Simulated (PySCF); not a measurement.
C5H6N2S: NMR shielding calculation

The run: NMR shielding calculation of C5H6N2S (2-(methylthio)pyrazine), SMILES CSc1cnccn1. Method and program: GIAO KT3/pcSseg-1 NMR shielding, non-relativistic, gas phase (PySCF 2.14.0).

The geometry comes from this level: GFN2-xTB, MD frame at 11743.5 fs, 220 K. Figures and captions count atoms from 1; the log counts them from 0 in places.

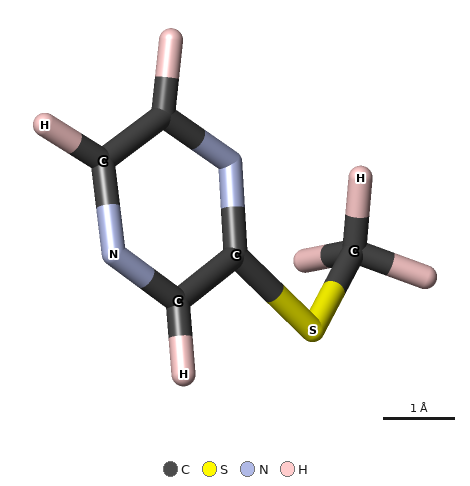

**Figure 1.** The structure as given in the input (stick view, seen at a tilt).

### Results in brief

```json
{"quantity": "outcome", "value": "converged"}
{"quantity": "total energy", "value": "−709.402279 hartree"}
{"quantity": "HOMO", "value": "−5.61 eV"}
{"quantity": "LUMO", "value": "−2.24 eV"}
{"quantity": "dipole moment", "value": "1.61 D"}
{"quantity": "isotropic shielding, C", "value": "25.9 to 166.1 ppm"}
{"quantity": "isotropic shielding, S", "value": "446.8 ppm"}
{"quantity": "isotropic shielding, N", "value": "−73.6 to −54.0 ppm"}
{"quantity": "isotropic shielding, H", "value": "23.6 to 29.5 ppm"}
{"quantity": "hardware", "value": "1 CPU thread, shared host"}
{"quantity": "wall time", "value": "33 s"}
{"quantity": "peak memory", "value": "0.7 GiB"}
```

### The input
```
{"job": {"kind": "nmr", "xc": "KT3", "basis": "pcSseg-1", "pop": false}, "charge": 0, "multiplicity": 1}
C      3.528901     2.668539    -0.346583
S      1.912196     1.810836    -0.281121
C      1.338227     2.007248    -1.931100
C      0.155059     1.237867    -2.281572
N     -0.275447     1.229612    -3.492487
C      0.438622     1.946615    -4.412025
C      1.448564     2.775254    -4.062438
N      1.956169     2.802615    -2.808897
H      3.690212     3.039037     0.668591
H      4.292539     1.900412    -0.600515
H      3.548644     3.513351    -1.019028
H     -0.347270     0.633094    -1.580481
H      0.062422     1.864928    -5.434503
H      1.821104     3.570492    -4.668888
```

The first line tells a small driver script what to run in PySCF; the rest is the geometry in Å.

Launch command:
```bash
OMP_NUM_THREADS=1 python <driver script> task.json out
```

### What the program printed
```
coarse grid: 12904 points
cycle   1  E = -709.3484231675  dE =  1.106e+00  |g| = 4.363e-01  |ddm| = 3.704e+00
cycle   2  E = -709.2506886054  dE =  9.773e-02  |g| = 7.647e-01  |ddm| = 1.356e+00
cycle   3  E = -709.3844807923  dE = -1.338e-01  |g| = 2.159e-01  |ddm| = 9.615e-01
cycle   4  E = -709.3965823420  dE = -1.210e-02  |g| = 6.417e-02  |ddm| = 2.939e-01
cycle   5  E = -709.3976550332  dE = -1.073e-03  |g| = 2.482e-02  |ddm| = 8.088e-02
cycle   6  E = -709.3978027447  dE = -1.477e-04  |g| = 8.297e-03  |ddm| = 3.127e-02
cycle   7  E = -709.3978149900  dE = -1.225e-05  |g| = 4.579e-03  |ddm| = 1.209e-02
cycle   8  E = -709.3978202693  dE = -5.279e-06  |g| = 1.021e-03  |ddm| = 5.069e-03
final grid: 122008 points
cycle   9  E = -709.4022675386  dE = -2.691e-04  |g| = 8.727e-03  |ddm| = 6.570e-02
cycle  10  E = -709.4022333882  dE =  3.415e-05  |g| = 1.314e-02  |ddm| = 2.162e-02
cycle  11  E = -709.4022711871  dE = -3.780e-05  |g| = 5.367e-03  |ddm| = 1.972e-02
cycle  12  E = -709.4022776801  dE = -6.493e-06  |g| = 1.996e-03  |ddm| = 6.452e-03
cycle  13  E = -709.4022787748  dE = -1.095e-06  |g| = 2.816e-04  |ddm| = 2.354e-03
cycle  14  E = -709.4022787940  dE = -1.916e-08  |g| = 9.625e-05  |ddm| = 3.536e-04
cycle  15  E = -709.4022787956  dE = -1.627e-09  |g| = 5.734e-05  |ddm| = 1.607e-04
cycle  16  E = -709.4022787965  dE = -9.254e-10  |g| = 2.052e-05  |ddm| = 8.203e-05
```

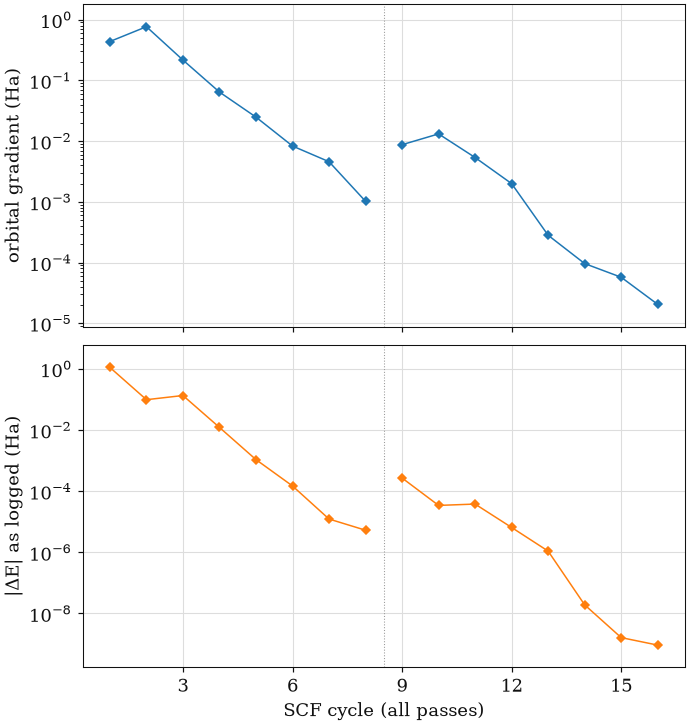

**Figure 2.** Convergence of the self-consistent field: orbital gradient and size of the energy change against the SCF cycle. The dotted line marks the change from a coarse to the final integration grid. The first 8 cycles use a coarse grid, the final grid takes over at cycle 9, and the field converges after 16 cycles in all.

```
converged SCF energy = -709.4022787965

GIAO shielding tensors (ppm)
atom      isotropic    diamagn.    paramagn.     s11        s22        s33       span
  0 C      166.134     251.192     -85.058    154.964    157.380    186.057     31.093
  1 S      446.792    1063.671    -616.879    267.929    411.980    660.467    392.537
  2 C       25.880     269.659    -243.779    -49.941      2.353    125.227    175.167
  3 C       45.370     255.039    -209.668    -50.605     55.246    131.470    182.075
  4 N      -73.570     328.703    -402.273   -355.585   -155.893    290.768    646.353
  5 C       55.647     250.275    -194.628    -33.108     54.818    145.229    178.337
  6 C       49.478     251.592    -202.113    -43.975     51.247    141.162    185.137
  7 N      -54.021     328.158    -382.179   -298.890   -146.347    283.175    582.066
  8 H       29.492      29.776      -0.283     24.484     27.223     36.770     12.287
  9 H       28.663      29.057      -0.394     22.827     26.426     36.737     13.909
 10 H       28.183      29.281      -1.098     22.541     27.730     34.278     11.737
 11 H       23.649      36.802     -13.153     19.242     22.610     29.094      9.852
 12 H       23.877      26.891      -3.014     20.681     24.487     26.462      5.780
 13 H       23.820      25.822      -2.002     20.325     23.750     27.384      7.059
```

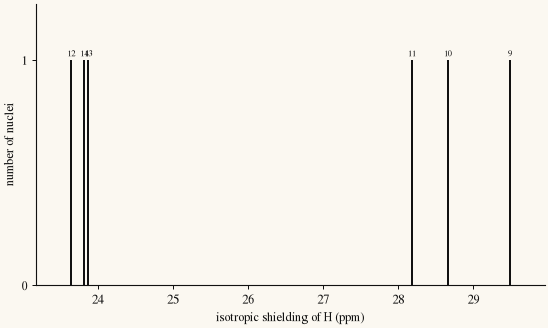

**Figure 3.** Isotropic shieldings of the hydrogen nuclei in this fixed geometry, labelled by atom number; shielding grows to the right, so chemical shift grows to the left. The least shielded is H12 (23.6 ppm), the most shielded H9 (29.5 ppm).
